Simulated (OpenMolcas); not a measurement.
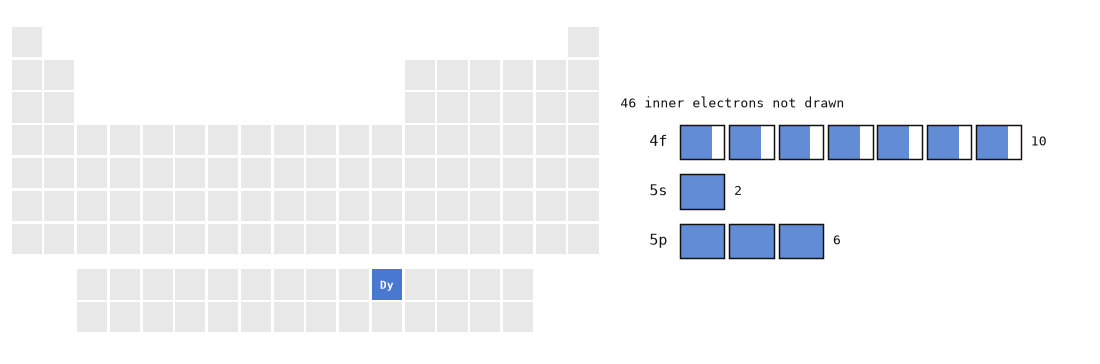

*Left, the place of dysprosium in the periodic table; right, the outer shells of the leading configuration of the lowest level: a box for each of the 2l + 1 orbitals, shaded by the share of the shell that is filled, with the electron count at the right.*

**Multiconfigurational calculation: Dy²⁺ complex (part 1 of 2)**

Dy²⁺ with 6 ligands (F; octahedron, 2.199 Å), embedded in KCdF3 by model potentials and point charges, whose field is part of the energies. Computed at this level: state-averaged CASSCF, active space 10 electrons in the shell 4f, basis ANO-RCC-VDZP on the metal and ANO-RCC-VDZP on the ligands, DKH2 scalar Hamiltonian, spin-orbit coupling by RASSI with atomic mean-field integrals (OpenMolcas).

Summary:

- outcome: converged
- energy of the lowest spin-free term: −12745.60891 hartree
- energy of the lowest spin-orbit level: −12745.63810 hartree
- largest spread among components of a term: 0.0 cm⁻¹
- hardware: 1 thread of Arm Neoverse V2, 24 GiB of memory available, shared host
- wall time: 1.9 min
- peak memory: 0.6 GiB

Notes:

Without dynamic correlation the splittings between terms come out too large, often by 20 to 50 %. Limits: high states of lower spin left out of the spin-orbit mixing; the geometry is set by hand, with no relaxation; spin-free states above about 43,000 cm⁻¹ are left out of the spin-orbit step.

Input:
```
&GATEWAY
Basis set
Dy.ANO-RCC-VDZP.
Dy1 0.0 0.0 0.0 Angstrom
End of basis
Basis set
F.ANO-RCC-VDZP.
L1 2.199000 0.000000 0.000000 Angstrom
L2 0.000000 2.199000 0.000000 Angstrom
L3 0.000000 0.000000 2.199000 Angstrom
End of basis
Basis set
Cd.EMB-AIMP.Lopez-Moraza.11s7p.1s1p.ECP.KCdF3.
PseudoCharge
* 3 symmetry-unique lattice sites within 7.6 angstrom
End of basis
Basis set
K.EMB-AIMP.Lopez-Moraza.0s.0s.ECP.KCdF3.
PseudoCharge
* 16 symmetry-unique lattice sites within 7.6 angstrom
End of basis
Basis set
Cd.EMB-AIMP.Lopez-Moraza.0s.0s.ECP.KCdF3.
PseudoCharge
* 10 symmetry-unique lattice sites within 7.6 angstrom
End of basis
Basis set
F.EMB-AIMP.Lopez-Moraza.0s.0s.ECP.KCdF3.
PseudoCharge
* 27 symmetry-unique lattice sites within 7.6 angstrom
End of basis
Symmetry
XYZ
AngMom=0.0 0.0 0.0
AMFI
RICD
XField
1533 Angstrom 0
* Evjen-weighted lattice charges
&SEWARD
&RASSCF
FileOrb=start.orb
Symmetry=1
Spin=5
nActEl=10 0 0
Inactive=30 27
Ras2=0 7
CIRoot=35 35 1
SDav=35
CIMx=300
Iter=150 100
PrWF=0.3
OrbListing=Nothing
MaxOrb=1
LevShft=1.0
>>> COPY $Project.JobIph JOB001
&RASSCF
FileOrb=start.orb
Symmetry=1
Spin=3
nActEl=10 0 0
Inactive=30 27
Ras2=0 7
CIRoot=162 162 1
SDav=210
CIMx=300
Iter=150 100
PrWF=0.3
OrbListing=Nothing
MaxOrb=0
CIOnly
LevShft=1.0
>>> COPY $Project.JobIph JOB002
&RASSCF
FileOrb=start.orb
Symmetry=1
Spin=1
nActEl=10 0 0
Inactive=30 27
Ras2=0 7
CIRoot=162 162 1
SDav=196
CIMx=300
Iter=150 100
PrWF=0.3
OrbListing=Nothing
MaxOrb=0
CIOnly
LevShft=1.0
>>> COPY $Project.JobIph JOB003
&RASSI
NrOfJobIphs=3 33 106 31
1 2 3 4 5 6 7 8 9 10 11 12 13 14 15 16 17 18 19 20 21 22 23 24 25 26 27
28 29 30 31 32 33
1 2 3 4 5 6 7 8 9 10 11 12 13 14 15 16 17 18 19 20 21 22 23 24 25 26 27
28 29 30 31 32 33 34 35 36 37 38 39 40 41 42 43 44 45 46 47 48 49 50 51
52 53 54 55 56 57 58 59 60 61 62 63 64 65 66 67 68 69 70 71 72 73 74 75
76 77 78 79 80 81 82 83 84 85 86 87 88 89 90 91 92 93 94 95 96 97 98 99
100 101 102 103 104 105 106
1 2 3 4 5 6 7 8 9 10 11 12 13 14 15 16 17 18 19 20 21 22 23 24 25 26 27
28 29 30 31
IphNames
JOB001
JOB002
JOB003
EJob
SpinOrbit
DIPRint=1.0
SOCoupling=1000.0
Subsets=2
Property=9
'ANGMOM' 1 'ANGMOM' 2 'ANGMOM' 3 'MLTPL  1' 1 'MLTPL  1' 2 'MLTPL  1' 3
'AMFI' 1 'AMFI' 2 'AMFI' 3
SOProperty=3
'ANGMOM' 1 'ANGMOM' 2 'ANGMOM' 3
```

The file start.orb holds starting orbitals from an earlier step. A driver script formed the levels outside the program, from RASSI's spin-orbit matrix and the active-space energies, averaged over the components of each term or state.

Launched with:
```bash
OMP_NUM_THREADS=1 MOLCAS_MEM=2457 MOLCAS_PROJECT=a pymolcas a.inp > a.log  # once for each step of the input, in one work folder
```

The program's output (extracts):
```
--- SEWARD ---
Basis set label: DY.ANO-RCC...7S6P4D2F1G.

      Electronic valence basis set:
      ------------------
      Associated Effective Charge  66.000000 au
      Associated Actual Charge     66.000000 au
      Nuclear Model: Point charge

      Shell  nPrim  nBasis  Cartesian Spherical Contaminant
         s      25       7        X
         p      22       6        X
         d      15       4                 X
         f      11       2                 X
         g       4       1                 X
                  Relativistic Douglas-Kroll-Hess integrals:
                    - DKH order of Hamiltonian: 2
                    - DKH order of Properties : 0
                  Atomic mean-field integrals
--- RASSCF ---
Wave function specifications:
      -----------------------------

      Number of closed shell electrons         114
      Number of electrons in active shells      10
      Max number of holes in RAS1 space          0
      Max nr of electrons in RAS3 space          0
      Number of inactive orbitals               57
      Number of active orbitals                  7
      Number of secondary orbitals             112
      Spin quantum number                      2.0
      State symmetry                             1
Orbital specifications:
      -----------------------

      Symmetry species                           1   2
                                                ag  au
      Frozen orbitals                            0   0
      Inactive orbitals                         30  27
      Active orbitals                            0   7
      RAS1 orbitals                              0   0
      RAS2 orbitals                              0   7
      RAS3 orbitals                              0   0
      Secondary orbitals                        60  52
      Deleted orbitals                           0   0
      Number of basis functions                 90  86
      Number of CSFs                            35
      Number of root(s) required                35
      Iter CI   SX   CI       RASSCF       Energy    max ROT     max BLB   max BLB  Level Ln srch  Step   QN
          iter iter root      energy       change     param      element    value   shift minimum  type update
 Nr of preliminary CI iterations:   1
      Total energies have been shifted. Add               -12000.00 au
        1   1   11    0  -744.87716268    0.00E+00  -6.25E-02   20  58 2 -3.18E-01*  0.50   0.00    SX    NO
        2   1   11    0  -745.49057949   -6.13E-01* -2.80E-02   30  33 1  9.35E-02*  0.51   0.00    SX    NO
        3   1   12    0  -745.51997761   -2.94E-02* -2.03E-02   31  38 2 -8.24E-02*  0.34   0.00    SX    NO
        4   1   11    0  -745.52295714   -2.98E-03*  2.05E-02   31  38 2  9.02E-02*  0.49   0.00    SX    NO
        5   1   12    0  -745.52386557   -9.08E-04* -1.90E-02   31  38 2 -8.76E-02*  0.33   0.51    SX   YES
        6   1   11    0  -745.52606944   -2.20E-03*  1.61E-02   31  38 2  7.76E-02*  0.48   0.54    SX   YES
        7   1   12    0  -745.52838418   -2.31E-03* -1.38E-02   31  38 2 -6.20E-02*  0.35   0.55    SX   YES
        8   1   11    0  -745.52901476   -6.31E-04* -1.25E-02   31  38 2  5.82E-02*  0.46   0.52    SX   YES
        9   1   12    0  -745.52995427   -9.40E-04*  1.12E-02   31  38 2 -4.98E-02*  0.36   0.54    SX   YES
       10   1   11    0  -745.53022553   -2.71E-04*  1.04E-02   31  38 2  4.79E-02*  0.45   0.51    SX   YES
        ...
       27   1   10    0  -745.53266723   -6.40E-04* -1.18E-03   31  38 2 -1.01E-02*  0.40   0.72    QN   YES
       28   1    7    0  -745.53278264   -1.15E-04* -3.49E-05   31  38 2  1.41E-04*  0.41   0.99    QN   YES
       29   1    6    0  -745.53278254    9.23E-08* -2.26E-05   31  44 2 -1.86E-05   0.41   0.07    LS   YES
       30   1    7    0  -745.53278255   -3.69E-09  -3.92E-05   31  38 2  9.40E-05   0.41   0.76    QN   YES
      Convergence after 30 iterations
       31   1    7    0  -745.53278255   -2.04E-09  -3.92E-05   31  44 2 -6.27E-06   0.41   0.76    QN   YES
      Natural orbitals and occupation numbers for root  1
      sym 2:   1.146183   1.000000   1.853817   1.146183   1.146183   1.853817   1.853817
      Natural orbitals and occupation numbers for root  2
      sym 2:   1.466321   1.249043   1.400385   1.527751   1.746895   1.581147   1.028457
      Natural orbitals and occupation numbers for root  3
      sym 2:   1.028446   1.249076   1.746913   1.527699   1.466443   1.581006   1.400418
::    RASSCF root number  1 Total energy: -12745.60891009
::    RASSCF root number  2 Total energy: -12745.60828813
::    RASSCF root number  3 Total energy: -12745.60828813
::    RASSCF root number  4 Total energy: -12745.60828813
::    RASSCF root number  5 Total energy: -12745.60783427
::    RASSCF root number  6 Total energy: -12745.60783427
::    RASSCF root number  7 Total energy: -12745.60650593
::    RASSCF root number  8 Total energy: -12745.60650593
::    RASSCF root number  9 Total energy: -12745.60650593
::    RASSCF root number 10 Total energy: -12745.60633135
::    RASSCF root number 11 Total energy: -12745.60625124
::    RASSCF root number 12 Total energy: -12745.60625124
::    RASSCF root number 13 Total energy: -12745.60625124
::    RASSCF root number 14 Total energy: -12745.53357806
::    RASSCF root number 15 Total energy: -12745.53357806
::    RASSCF root number 16 Total energy: -12745.53357806
::    RASSCF root number 17 Total energy: -12745.53285616
::    RASSCF root number 18 Total energy: -12745.53247386
::    RASSCF root number 19 Total energy: -12745.53247386
::    RASSCF root number 20 Total energy: -12745.53247386
::    RASSCF root number 21 Total energy: -12745.53170244
::    RASSCF root number 22 Total energy: -12745.49230997
::    RASSCF root number 23 Total energy: -12745.49230997
::    RASSCF root number 24 Total energy: -12745.49230997
::    RASSCF root number 25 Total energy: -12745.49042284
::    RASSCF root number 26 Total energy: -12745.49042284
::    RASSCF root number 27 Total energy: -12745.48896233
::    RASSCF root number 28 Total energy: -12745.48896233
::    RASSCF root number 29 Total energy: -12745.48896233
::    RASSCF root number 30 Total energy: -12745.48697446
--- RASSCF ---
Wave function specifications:
      -----------------------------

      Number of closed shell electrons         114
      Number of electrons in active shells      10
      Max number of holes in RAS1 space          0
      Max nr of electrons in RAS3 space          0
      Number of inactive orbitals               57
      Number of active orbitals                  7
      Number of secondary orbitals             112
      Spin quantum number                      1.0
      State symmetry                             1
Orbital specifications:
      -----------------------

      Symmetry species                           1   2
                                                ag  au
      Frozen orbitals                            0   0
      Inactive orbitals                         30  27
      Active orbitals                            0   7
      RAS1 orbitals                              0   0
      RAS2 orbitals                              0   7
      RAS3 orbitals                              0   0
      Secondary orbitals                        60  52
      Deleted orbitals                           0   0
      Number of basis functions                 90  86
      Number of CSFs                           210
      Number of root(s) required               162
      Iter CI   SX   CI       RASSCF       Energy    max ROT     max BLB   max BLB  Level Ln srch  Step   QN
          iter iter root      energy       change     param      element    value   shift minimum  type update
 Nr of preliminary CI iterations:   1
        1   1    0    0-12745.43205204    0.00E+00   0.00E+00   29  36 2 -1.01E-02*  0.00   0.00    SX    NO
      Natural orbitals and occupation numbers for root  1
      sym 2:   1.392422   1.426930   1.461659   1.402391   1.454843   1.456563   1.405192
      Natural orbitals and occupation numbers for root  2
      sym 2:   1.456596   1.426928   1.402359   1.392380   1.405210   1.461675   1.454853
      Natural orbitals and occupation numbers for root  3
      sym 2:   1.403037   1.426776   1.457159   1.403091   1.390445   1.457125   1.462368
::    RASSCF root number  1 Total energy: -12745.51933731
::    RASSCF root number  2 Total energy: -12745.51933731
::    RASSCF root number  3 Total energy: -12745.51933731
::    RASSCF root number  4 Total energy: -12745.51928829
::    RASSCF root number  5 Total energy: -12745.51928829
::    RASSCF root number  6 Total energy: -12745.51928829
::    RASSCF root number  7 Total energy: -12745.51886733
::    RASSCF root number  8 Total energy: -12745.51881199
::    RASSCF root number  9 Total energy: -12745.51881199
::    RASSCF root number 10 Total energy: -12745.51881199
::    RASSCF root number 11 Total energy: -12745.51878059
::    RASSCF root number 12 Total energy: -12745.51878059
::    RASSCF root number 13 Total energy: -12745.51868611
::    RASSCF root number 14 Total energy: -12745.51868611
::    RASSCF root number 15 Total energy: -12745.51868611
::    RASSCF root number 16 Total energy: -12745.49503596
::    RASSCF root number 17 Total energy: -12745.49503596
::    RASSCF root number 18 Total energy: -12745.49503596
::    RASSCF root number 19 Total energy: -12745.49497046
::    RASSCF root number 20 Total energy: -12745.49497046
::    RASSCF root number 21 Total energy: -12745.49497046
::    RASSCF root number 22 Total energy: -12745.49420706
::    RASSCF root number 23 Total energy: -12745.49420706
::    RASSCF root number 24 Total energy: -12745.49381540
::    RASSCF root number 25 Total energy: -12745.49381540
::    RASSCF root number 26 Total energy: -12745.49381540
::    RASSCF root number 27 Total energy: -12745.48538844
::    RASSCF root number 28 Total energy: -12745.48538844
::    RASSCF root number 29 Total energy: -12745.48538844
::    RASSCF root number 30 Total energy: -12745.48514794
--- RASSCF ---
Wave function specifications:
      -----------------------------

      Number of closed shell electrons         114
      Number of electrons in active shells      10
      Max number of holes in RAS1 space          0
      Max nr of electrons in RAS3 space          0
      Number of inactive orbitals               57
      Number of active orbitals                  7
      Number of secondary orbitals             112
      Spin quantum number                      0.0
      State symmetry                             1
Orbital specifications:
      -----------------------

      Symmetry species                           1   2
                                                ag  au
      Frozen orbitals                            0   0
      Inactive orbitals                         30  27
      Active orbitals                            0   7
      RAS1 orbitals                              0   0
      RAS2 orbitals                              0   7
      RAS3 orbitals                              0   0
      Secondary orbitals                        60  52
      Deleted orbitals                           0   0
      Number of basis functions                 90  86
      Number of CSFs                           196
      Number of root(s) required               162
      Iter CI   SX   CI       RASSCF       Energy    max ROT     max BLB   max BLB  Level Ln srch  Step   QN
          iter iter root      energy       change     param      element    value   shift minimum  type update
 Nr of preliminary CI iterations:   1
        1   1    0    0-12745.35721687    0.00E+00   0.00E+00   29  36 2 -1.73E-02*  0.00   0.00    SX    NO
      Natural orbitals and occupation numbers for root  1
      sym 2:   1.260545   1.137544   1.598450   1.296336   1.309162   1.743595   1.654368
      Natural orbitals and occupation numbers for root  2
      sym 2:   1.290893   1.124264   1.767069   1.278259   1.309358   1.599226   1.630930
      Natural orbitals and occupation numbers for root  3
      sym 2:   1.290901   1.136559   1.745776   1.306710   1.269403   1.643891   1.606760
::    RASSCF root number  1 Total energy: -12745.46569315
::    RASSCF root number  2 Total energy: -12745.46569315
::    RASSCF root number  3 Total energy: -12745.46569315
::    RASSCF root number  4 Total energy: -12745.46555062
::    RASSCF root number  5 Total energy: -12745.46555062
::    RASSCF root number  6 Total energy: -12745.46529287
::    RASSCF root number  7 Total energy: -12745.46529287
::    RASSCF root number  8 Total energy: -12745.46529287
::    RASSCF root number  9 Total energy: -12745.46513234
::    RASSCF root number 10 Total energy: -12745.46513234
::    RASSCF root number 11 Total energy: -12745.46513234
::    RASSCF root number 12 Total energy: -12745.46465091
::    RASSCF root number 13 Total energy: -12745.46424087
::    RASSCF root number 14 Total energy: -12745.46424087
::    RASSCF root number 15 Total energy: -12745.46424087
::    RASSCF root number 16 Total energy: -12745.46417568
::    RASSCF root number 17 Total energy: -12745.46417568
::    RASSCF root number 18 Total energy: -12745.44991531
::    RASSCF root number 19 Total energy: -12745.44991531
::    RASSCF root number 20 Total energy: -12745.44991531
::    RASSCF root number 21 Total energy: -12745.44765671
::    RASSCF root number 22 Total energy: -12745.44765671
::    RASSCF root number 23 Total energy: -12745.43863094
::    RASSCF root number 24 Total energy: -12745.43736565
::    RASSCF root number 25 Total energy: -12745.43736565
::    RASSCF root number 26 Total energy: -12745.43736564
::    RASSCF root number 27 Total energy: -12745.43613743
::    RASSCF root number 28 Total energy: -12745.43613743
::    RASSCF root number 29 Total energy: -12745.43470423
::    RASSCF root number 30 Total energy: -12745.43470423
```

(Continued in part 2.)
